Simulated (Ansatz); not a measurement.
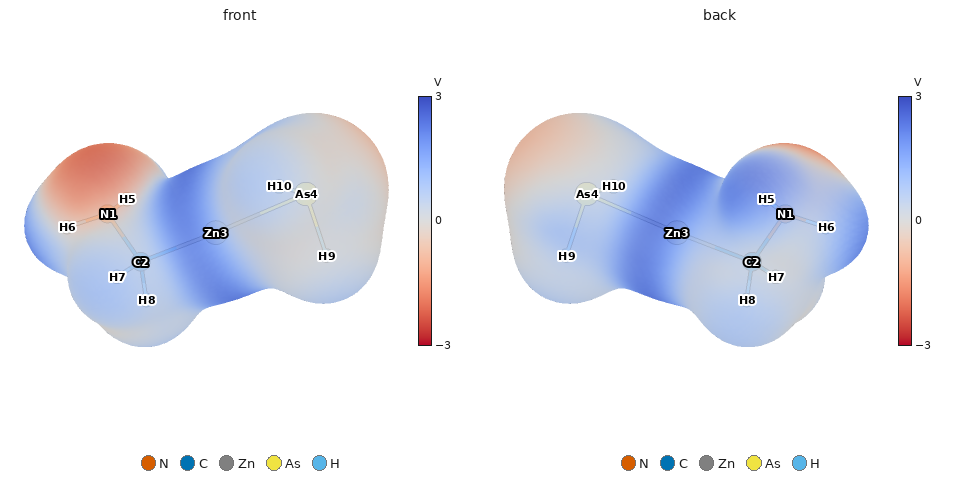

*CH$_{6}$AsNZn. The electrostatic potential painted on the density surface at 0.004 e/bohr³, seen from the front and from behind; red is negative and blue positive.*

Geometry: PBE0-D4/def2-TZVP.

Theory: RKS PBE0-D4/def2-TZVPP in Ansatz.

```yaml
atoms:
  - { symbol: N, position_ang: [-1.8430, -0.9445, -0.0565] }
  - { symbol: C, position_ang: [-0.3969, -1.1657, -0.0044] }
  - { symbol: Zn, position_ang: [0.5549, 0.5593, -0.0940] }
  - { symbol: As, position_ang: [1.6310, 2.6886, -0.2131] }
  - { symbol: H, position_ang: [-2.1259, -0.5900, -0.9603] }
  - { symbol: H, position_ang: [-2.3515, -1.8106, 0.0836] }
  - { symbol: H, position_ang: [-0.1464, -1.5764, 0.9803] }
  - { symbol: H, position_ang: [-0.0125, -1.8846, -0.7431] }
  - { symbol: H, position_ang: [2.9865, 1.9920, -0.3032] }
  - { symbol: H, position_ang: [1.7038, 2.7319, 1.3107] }
```

Which sites attract a positive test charge, and which a negative one?

Answer. A positive charge is drawn to the negative regions and a negative charge to the positive ones. The most negative region (about −2.0 V) lies over N1, the most positive (about +2.3 V) over Zn3. N1 is the likeliest acceptor of a hydrogen bond.
